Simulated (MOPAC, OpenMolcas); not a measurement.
## BNH3OF (SMILES NB(O)F): the dipole moment, rung by rung

BNH3OF: 7 atoms, total charge 0, spin state singlet. As SMILES, `NB(O)F`. Geometry: relaxed at PBE0-D4/def2-TZVP. This is one conformer, not always the lowest.

```
atom    x (Å)    y (Å)    z (Å)
   N  -0.5318   0.7534  -0.0321
   B   0.0393  -0.5057  -0.2888
   O   1.1063  -1.0443   0.3670
   F  -0.4948  -1.2582  -1.2563
   H  -1.3204   1.0817  -0.5597
   H  -0.2101   1.3943   0.6685
   H   1.4727  -0.4892   1.0557
```

Quantity: the dipole moment, in D. The values are calculated.

```json
{"level": "PM7", "kind": "semi-empirical", "program": "MOPAC", "value (D)": "4.34", "CPU time": "under 2 s"}
{"level": "HF/6-311+G**", "kind": "Hartree–Fock", "program": "OpenMolcas", "value (D)": "3.93", "CPU time": "13 s"}
{"level": "SVWN5/6-311+G**", "kind": "LDA", "program": "OpenMolcas", "value (D)": "3.80", "CPU time": "28 s"}
{"level": "revPBE/6-311+G**", "kind": "GGA", "program": "OpenMolcas", "value (D)": "3.65", "CPU time": "39 s"}
{"level": "M06-L/6-311+G**", "kind": "meta-GGA", "program": "OpenMolcas", "value (D)": "3.68", "CPU time": "52 s"}
{"level": "TPSS/6-311+G**", "kind": "meta-GGA", "program": "OpenMolcas", "value (D)": "3.68", "CPU time": "55 s"}
{"level": "M06-2X/6-311+G**", "kind": "hybrid meta-GGA", "program": "OpenMolcas", "value (D)": "3.80", "CPU time": "50 s"}
{"level": "PBE0/6-311+G**", "kind": "global hybrid", "program": "OpenMolcas", "value (D)": "3.78", "CPU time": "38 s"}
```

The values span 3.65 to 4.34 D. Magnitudes only. Times are those of the runs behind each value, whatever else they computed, on shared processors of several kinds: orders of magnitude only.

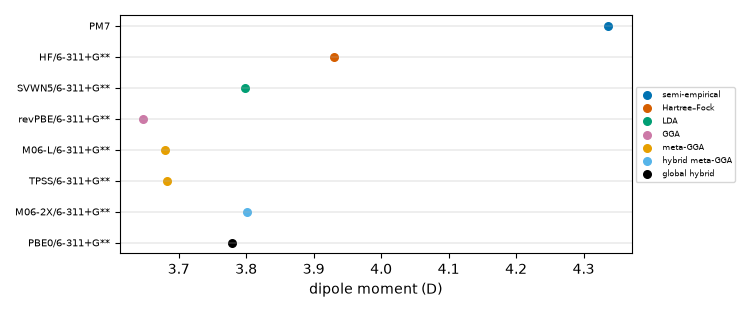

The values of the table, level by level.
